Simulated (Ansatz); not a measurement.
**HfN: pressure series**

The parent structure is HfN in the rock salt structure (space group Fm-3m, No. 225).

```
HfN
1.0
    0.00000     2.27401     2.27401
    2.27401     0.00000     2.27401
    2.27401     2.27401     0.00000
N Hf
1 1
Direct
  0.00000   0.00000   0.00000
  0.50000   0.50000   0.50000
```

Cell and atoms are relaxed at each pressure.

Levels (all Ansatz, a quantum-chemistry and plane-wave program, PAW, earlier PAW set): PBE (420 eV, without spin-orbit coupling); r2SCAN (500 eV, no spin-orbit coupling).

The base cell above is that of PBE; each level relaxes its own structures.

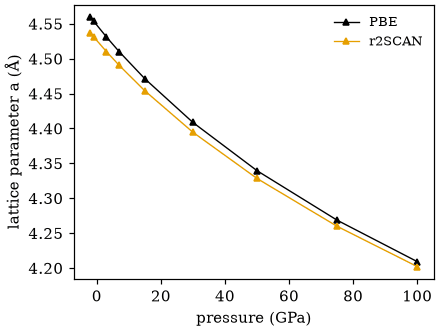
Lattice parameter a under two levels

Question: How do the two levels compare along the series?

Answer: PBE lies above r2SCAN in every row, by 0.007 Å to 0.023 Å. They put the cases in the same order.

Load acts through the strain it causes; cell and atoms are relaxed under it. Stability against distortions was not tested. Competing high-pressure phases were not computed. The final runs are not spin-polarised. An odd electron count without spin: HfN.
